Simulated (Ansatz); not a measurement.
**CHClGeNO (SMILES O=C=[N][GeH][Cl]): levels of theory compared**

We compute a comparison of 6 runs (UHF/3-21G, U-r2SCAN/def2-SVP, UB2PLYP/def2-SVP, UB3LYP/def2-SVP, UCCSD/def2-SVP, UCCSD(T)/def2-SVP) of CHClGeNO. 

The results are computed with Ansatz 0.2.0.

123 further runs of the same task are left out: 123 set aside as unsound or not needed.

## Step 1: The molecule

The species is CHClGeNO (6 atoms), meant as a doublet with charge 0. As SMILES, `O=C=[N][GeH][Cl]`. The Ge4–Cl5 distance was set to 3.235 Å, away from the relaxed value. At this shape a bond of the SMILES string is far longer than usual.

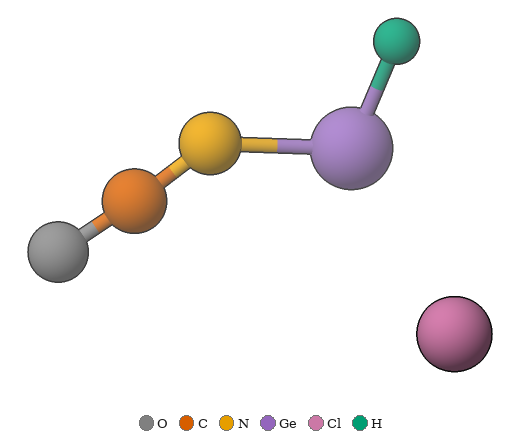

Viewed from a chosen angle; oxygen grey, carbon orange, nitrogen amber, germanium purple, chlorine pink, hydrogen teal.

## Step 2: A single-point energy at UHF/3-21G (run 1)

Input file job.yaml:

```yaml
crystal:
  periodic: [false, false, false]
  atoms:
    - {symbol: O, position_ang: [-1.026013, -1.571549, -2.485953]}
    - {symbol: C, position_ang: [-1.293013, -0.974449, -1.525553]}
    - {symbol: "N", position_ang: [-1.625313, -0.408749, -0.513853]}
    - {symbol: Ge, position_ang: [-1.203413, 1.112851, 0.410247]}
    - {symbol: Cl, position_ang: [1.946900, 0.976200, 1.132800]}
    - {symbol: H, position_ang: [-2.007813, 1.029451, 1.731847]}
basis:
  gaussian: {orbitals: 3-21G-spherical.json}
hamiltonian: {xc: hf}
accuracy: high
magnetization: {spin_polarized: true, initial_magnetization: 1}
output: {orbitals: {seedname: orbitals}}
```

The basis set 3-21G is read from a file made from the Basis Set Exchange's data (not shown).

The run is started by

```sh
$ ansatz run job.yaml --threads 1 --pin off --max-ram 3480MiB --events-out events.jsonl --progress --plain --runs-dir runs
```

Output:

```text
Warning: RAYON_NUM_THREADS=1 ignored (pool sized by the plan → 1); use --threads N
Functional definition: HF
  name "HF"
  exchange = exact_x
  correlation = 0
1239 factors; integrals over basis functions are off by at most 5.6e-9 eV
mean field evaluation 1: about -73178.9503 eV, gradient 2.6e1 eV
mean field evaluation 2: about -73179.2269 eV, gradient 2.7e1 eV
mean field evaluation 4: about -73183.2510 eV, gradient 3.3e0 eV
mean field evaluation 8: about -73183.4074 eV, gradient 8.8e-1 eV
mean field evaluation 16: about -73183.7363 eV, gradient 2.6e-1 eV
mean field evaluation 32: about -73179.6140 eV, gradient 1.0e1 eV
mean field evaluation 64: about -73183.5489 eV, gradient 5.1e-1 eV
mean field evaluation 96: about -73183.2402 eV, gradient 1.1e0 eV
mean field evaluation 128: about -73183.2932 eV, gradient 2.3e-1 eV
mean field evaluation 160: about -73183.1945 eV, gradient 2.0e0 eV
mean field evaluation 192: about -73183.2510 eV, gradient 1.3e0 eV
mean field evaluation 224: about -73183.6432 eV, gradient 6.3e-1 eV
mean field evaluation 256: about -73183.7314 eV, gradient 4.9e-1 eV
mean field evaluation 288: about -73183.7382 eV, gradient 1.0e-5 eV
mean field evaluation 320: about -73177.0900 eV, gradient 1.0e1 eV
mean field evaluation 352: about -73172.7416 eV, gradient 1.1e1 eV
mean field -73183.73816304 eV, -2689.4527717725 hartree, gradient 3.2e-8 eV, S^2 0.939382; 5 other end points of the search recorded, 0 dependent functions left out
reference -73183.73816304 eV, -2689.4527717725 hartree; 36, 35 occupied and 28, 29 virtual orbitals, 1239 factors
Total energy: -73183.73816304 eV, -2689.4527717725 hartree
```

Wall time 13 s (1 thread of Arm Neoverse V1, shared host); peak memory 0.33 GiB.

## Step 3: The energy at U-r2SCAN/def2-SVP (run 2)

Input file run.yaml:

```yaml
crystal:
  periodic: [false, false, false]
  atoms:
    - {symbol: O, position_ang: [-1.026013, -1.571549, -2.485953]}
    - {symbol: C, position_ang: [-1.293013, -0.974449, -1.525553]}
    - {symbol: "N", position_ang: [-1.625313, -0.408749, -0.513853]}
    - {symbol: Ge, position_ang: [-1.203413, 1.112851, 0.410247]}
    - {symbol: Cl, position_ang: [1.946900, 0.976200, 1.132800]}
    - {symbol: H, position_ang: [-2.007813, 1.029451, 1.731847]}
basis:
  gaussian: {orbitals: def2-SVP}
accuracy: high
hamiltonian: {xc: {name: r2SCAN}}
output: {orbitals: {seedname: orbitals}}
magnetization: {spin_polarized: true, initial_magnetization: 1}
```

The run is started by

```sh
$ ansatz run run.yaml --threads 1 --pin off --max-ram 3480MiB --events-out events.jsonl --progress --plain --runs-dir runs
```

Output:

```text
Warning: RAYON_NUM_THREADS=1 ignored (pool sized by the plan → 1); use --threads N
Functional definition: r2SCAN
  name "r2SCAN"
  parameter k0 = 0.174
  parameter k1 = 0.065
  parameter a1 = 4.9479
  exchange = r2scan_x(k0 = k0, k1 = k1, a1 = a1)
  correlation = r2scan_c
1912 factors; integrals over basis functions are off by at most 4.6e-9 eV
mean field evaluation 1: about -73604.4186 eV, gradient 4.1e1 eV
mean field evaluation 2: about -73541.3093 eV, gradient 9.4e1 eV
mean field evaluation 4: about -73610.5886 eV, gradient 1.5e1 eV
mean field evaluation 8: about -73612.0522 eV, gradient 3.4e-1 eV
mean field evaluation 16: about -73612.0588 eV, gradient 5.1e-3 eV
mean field evaluation 32: about -73612.0588 eV, gradient 1.0e-6 eV
mean field -73612.05880406 eV, -2705.1932650035 hartree, gradient 8.8e-8 eV, S^2 0.778044; 6 other end points of the search recorded, 0 dependent functions left out
reference -73612.05880575 eV, -2705.1932650659 hartree; 36, 35 occupied and 61, 62 virtual orbitals, 1912 factors
Total energy: -73612.05880575 eV, -2705.1932650659 hartree
```

It took 50 s on 1 thread of Arm Neoverse V1, shared host; peak memory 0.44 GiB.

Runs 3 to 5 aren't shown in full; the table further down has their settings and results.

## Step 4: A single-point energy at UCCSD(T)/def2-SVP (run 6)

Input file in.yaml:

```yaml
crystal:
  periodic: [false, false, false]
  atoms:
    - {symbol: O, position_ang: [-1.026013, -1.571549, -2.485953]}
    - {symbol: C, position_ang: [-1.293013, -0.974449, -1.525553]}
    - {symbol: N, position_ang: [-1.625313, -0.408749, -0.513853]}
    - {symbol: Ge, position_ang: [-1.203413, 1.112851, 0.410247]}
    - {symbol: Cl, position_ang: [1.946900, 0.976200, 1.132800]}
    - {symbol: H, position_ang: [-2.007813, 1.029451, 1.731847]}
basis:
  gaussian:
    orbitals: def2-SVP
magnetization:
  spin_polarized: true
  initial_magnetization: 1
correlation:
  method: ccsd_t
  frozen_orbitals: {C: 1, Cl: 5, Ge: 9, H: 0, "N": 1, O: 1}
accuracy: high
scf:
  omitted_lower_state_checks: [cluster_reference, increment]
```

The run is started by

```sh
$ ansatz run in.yaml --threads 1 --pin off --max-ram 3480MiB --events-out events.jsonl --progress --plain --runs-dir runs
```

Output:

```text
Warning: RAYON_NUM_THREADS=1 ignored (pool sized by the plan → 1); use --threads N
[... 17 lines left out ...]
17 core orbitals not correlated: weight in the atoms' cores, before any rotation towards them, 1.000 or more for the frozen orbitals, at most 0.000 for the correlated occupied ones
[... 51 lines left out ...]
Total energy: -73549.27063497 eV, -2702.8858423489 hartree
Checks for a lower state left out: cluster_reference, increment
```

It took 4.5 min on 1 thread of Arm Neoverse V1, shared host; peak memory 1.2 GiB.

## Step 5: Overview of the runs

| run | level | frozen core orbitals | energy (Eh) | HOMO energy (eV) | LUMO energy (eV) | ⟨S²⟩ | wall time |
| --- | --- | --- | --- | --- | --- | --- | --- |
| 1 | UHF/3-21G | – | -2689.452772 | -9.34 | -1.73 | 0.939 | 13 s |
| 2 | U-r2SCAN/def2-SVP | – | -2705.193265 | -6.48 | -5.79 | 0.778 | 50 s |
| 3 | UB2PLYP/def2-SVP | 17 | -2704.631938 | -8.26 | -3.91 | 0.849 | 50 s |
| 4 | UB3LYP/def2-SVP | – | -2705.372911 | -7.26 | -5.37 | 0.777 | 35 s |
| 5 | UCCSD/def2-SVP | 17 | -2702.856833 | – | – | 1.021 | 4 min |
| 6 | UCCSD(T)/def2-SVP | 17 | -2702.885842 | – | – | 1.021 | 4.5 min |

## Step 6: What came out

| quantity | value |
| --- | --- |
| run 6: total energy | -2702.88584 Eh |
| run 6: correlation energy (17 core orbitals frozen) | -825.3 mEh |
| run 6: (T) correction | -29.01 mEh |
| run 6: ⟨S²⟩ of the reference determinant | 1.021 |
| run 6: T1 diagnostic | 0.028 |

**Reading.** Totals of different functionals can't be ranked against each other. Spin contamination of the reference: run 5 ⟨S²⟩ = 1.02, run 6 ⟨S²⟩ = 1.02, run 1 ⟨S²⟩ = 0.94. All runs together took 11 min, the longest 4.5 min.
